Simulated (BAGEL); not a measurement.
# C2H5BO (SMILES B/C=C/O): HF/STO-3G (density fitting with qzvpp-jkfit)

What is the vertical singlet–triplet gap of C2H5BO at HF/STO-3G (density fitting with qzvpp-jkfit)? 

Program for the calculation: BAGEL 1.2.2.

## (1) Starting point

C2H5BO: 9 atoms, total charge 0, spin state singlet. SMILES: `B/C=C/O`. The shape is that of a PBE0-D4/def2-TZVP optimisation. This is a higher conformer, about 8 kJ/mol above the lowest found by a separate search.

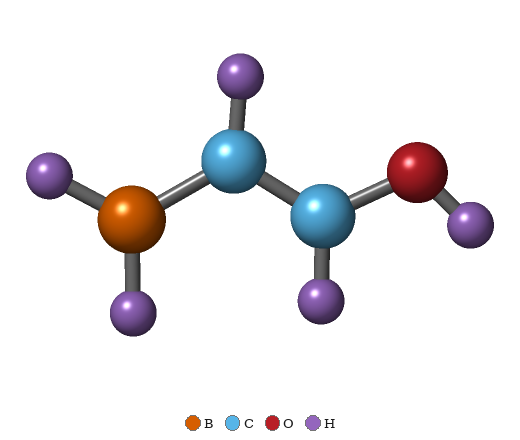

The structure, seen from a chosen angle (boron orange, carbon blue, oxygen red, hydrogen purple).

## (2) The energy at HF/STO-3G (density fitting with qzvpp-jkfit)

The input, hf.json:

```json
{ "bagel" : [

{
  "title" : "molecule",
  "basis" : "sto-3g",
  "df_basis" : "qzvpp-jkfit",
  "angstrom" : "true",
  "geometry" : [
    { "atom" : "B", "xyz" : [      -0.282800,       0.909000,      -1.314600 ] },
    { "atom" : "C", "xyz" : [       0.540200,       0.034200,      -0.399500 ] },
    { "atom" : "C", "xyz" : [      -0.034800,      -0.431600,       0.724200 ] },
    { "atom" : "O", "xyz" : [       0.600200,      -1.212400,       1.603600 ] },
    { "atom" : "H", "xyz" : [       0.160100,       1.360100,      -2.331100 ] },
    { "atom" : "H", "xyz" : [      -1.418300,       1.160500,      -1.013000 ] },
    { "atom" : "H", "xyz" : [       1.573400,      -0.248500,      -0.585700 ] },
    { "atom" : "H", "xyz" : [      -1.067600,      -0.181900,       0.964200 ] },
    { "atom" : "H", "xyz" : [       0.018100,      -1.435700,       2.334900 ] }
  ]
},

{ "title" : "hf" },

{ "title" : "print", "file" : "orbitals.molden", "orbitals" : "true" }

]}
```

On the command line:

```
BAGEL_NUM_THREADS=1 BAGEL hf.json > hf.out
```

Standard output:

```text
* using 1 threads per process

  ===============================================================
  ===============================================================

  *** Geometry ***

  { "atom" : "B", "xyz" : [     -0.534415,      1.717761,     -2.484234 ] },
  { "atom" : "C", "xyz" : [      1.020830,      0.064629,     -0.754946 ] },
  { "atom" : "C", "xyz" : [     -0.065762,     -0.815606,      1.368540 ] },
  { "atom" : "O", "xyz" : [      1.134214,     -2.291104,      3.030365 ] },
  { "atom" : "H", "xyz" : [      0.302545,      2.570217,     -4.405141 ] },
  { "atom" : "H", "xyz" : [     -2.680199,      2.193027,     -1.914293 ] },
  { "atom" : "H", "xyz" : [      2.973295,     -0.469597,     -1.106813 ] },
  { "atom" : "H", "xyz" : [     -2.017472,     -0.343741,      1.822074 ] },
  { "atom" : "H", "xyz" : [      0.034204,     -2.713080,      4.412322 ] },

  Number of auxiliary basis functions:      392

  Since a DF basis is specified, we compute 2- and 3-index integrals:
    o Being stored without compression. Storage requirement is 0.002 GB

  Number of basis functions:       25
  Number of electrons      :       30

    * METHOD: MOLECULE                             0.10

  *** RHF ***

  === Nuclear Repulsion ===
   101.8530822431

      * DIIS with orbital gradients will be used.

  === RHF iteration (sto-3g) ===
      0       -175.80297191          0.01692757           0.01
      1       -175.86173975          0.00627989           0.01
      2       -175.86877955          0.00158585           0.01
      3       -175.86965420          0.00044790           0.01
      4       -175.86971095          0.00016572           0.01
      5       -175.86972679          0.00002581           0.01
      6       -175.86972713          0.00000633           0.01
      7       -175.86972715          0.00000137           0.01
      8       -175.86972715          0.00000039           0.01
      9       -175.86972715          0.00000015           0.01
     10       -175.86972715          0.00000004           0.01
     11       -175.86972715          0.00000001           0.01
     12       -175.86972715          0.00000000           0.01
    * SCF iteration converged.

    * Permanent dipole moment:
           (    0.497259,     0.359174,    -0.900298) a.u.

    * METHOD: HF                                   0.14

    * METHOD: PRINT                                0.00

  ===============================================================
```

Run time: 0.36 s. Hardware: 1 thread of Arm Neoverse V1, shared host.

## (3) The triplet at the same level

The input, calc.json:

```json
{ "bagel" : [

{
  "title" : "molecule",
  "basis" : "sto-3g",
  "df_basis" : "qzvpp-jkfit",
  "angstrom" : "true",
  "geometry" : [
    { "atom" : "B", "xyz" : [   -0.282800,    0.909000,   -1.314600 ] },
    { "atom" : "C", "xyz" : [    0.540200,    0.034200,   -0.399500 ] },
    { "atom" : "C", "xyz" : [   -0.034800,   -0.431600,    0.724200 ] },
    { "atom" : "O", "xyz" : [    0.600200,   -1.212400,    1.603600 ] },
    { "atom" : "H", "xyz" : [    0.160100,    1.360100,   -2.331100 ] },
    { "atom" : "H", "xyz" : [   -1.418300,    1.160500,   -1.013000 ] },
    { "atom" : "H", "xyz" : [    1.573400,   -0.248500,   -0.585700 ] },
    { "atom" : "H", "xyz" : [   -1.067600,   -0.181900,    0.964200 ] },
    { "atom" : "H", "xyz" : [    0.018100,   -1.435700,    2.334900 ] }
  ]
},
{
  "title" : "uhf",
  "nopen" : 2
},
{
  "title" : "print",
  "file" : "orbitals.molden",
  "orbitals" : "true"
}

]}
```

On the command line:

```
BAGEL_NUM_THREADS=1 BAGEL calc.json > calc.out
```

Standard output:

```text
* using 1 threads per process

  ===============================================================
  ===============================================================

  *** Geometry ***

  { "atom" : "B", "xyz" : [     -0.534415,      1.717761,     -2.484234 ] },
  { "atom" : "C", "xyz" : [      1.020830,      0.064629,     -0.754946 ] },
  { "atom" : "C", "xyz" : [     -0.065762,     -0.815606,      1.368540 ] },
  { "atom" : "O", "xyz" : [      1.134214,     -2.291104,      3.030365 ] },
  { "atom" : "H", "xyz" : [      0.302545,      2.570217,     -4.405141 ] },
  { "atom" : "H", "xyz" : [     -2.680199,      2.193027,     -1.914293 ] },
  { "atom" : "H", "xyz" : [      2.973295,     -0.469597,     -1.106813 ] },
  { "atom" : "H", "xyz" : [     -2.017472,     -0.343741,      1.822074 ] },
  { "atom" : "H", "xyz" : [      0.034204,     -2.713080,      4.412322 ] },

  Number of auxiliary basis functions:      392

  Since a DF basis is specified, we compute 2- and 3-index integrals:
    o Being stored without compression. Storage requirement is 0.002 GB

  Number of basis functions:       25
  Number of electrons      :       30

    * METHOD: MOLECULE                             0.11

  *** Open-shell HF ***

  === Nuclear Repulsion ===
   101.8530822431

      * DIIS with orbital gradients will be used.

  === UHF iteration (sto-3g) ===
      0       -175.66831019          0.02883198           0.01
      1       -175.73695382          0.01102043           0.01
      2       -175.74770672          0.00424147           0.01
      3       -175.75114057          0.00278673           0.01
      4       -175.75406769          0.00177582           0.01
      5       -175.75594517          0.00044425           0.01
      6       -175.75598844          0.00023085           0.01
      7       -175.75600927          0.00008370           0.01
      8       -175.75601232          0.00001915           0.01
      9       -175.75601306          0.00000830           0.01
     10       -175.75601312          0.00000102           0.01
     11       -175.75601312          0.00000033           0.01
     12       -175.75601312          0.00000011           0.01
     13       -175.75601312          0.00000007           0.01
     14       -175.75601312          0.00000003           0.01
     15       -175.75601312          0.00000000           0.01
    * SCF iteration converged.

    * S^2 (UHF) is 2.0108

    * Permanent dipole moment:
           (    0.175456,     0.375355,    -0.724673) a.u.

    * METHOD: UHF                                  0.27

    * METHOD: PRINT                                0.00

  ===============================================================
```

Run time: 0.5 s. Hardware: 1 thread of Arm Neoverse V1, shared host.

## (4) What came out

Level: HF/STO-3G (density fitting with qzvpp-jkfit).

| quantity | value |
| --- | --- |
| singlet: total energy | -175.86973 Eh |
| singlet: dipole moment | 2.77 D |
| singlet: HOMO energy | -7.70 eV |
| singlet: LUMO energy | 5.89 eV |
| singlet: HOMO–LUMO gap | 13.60 eV |
| triplet: total energy | -175.75601 Eh |
| triplet: dipole moment | 2.12 D |
| triplet: ⟨S²⟩ | 2.011 |
| vertical energy of the triplet above the singlet | 3.094 eV |

At this shape the triplet lies 3.09 eV (71 kcal/mol) above the singlet. In a minimal basis such a difference can be off by several eV, whatever the method.
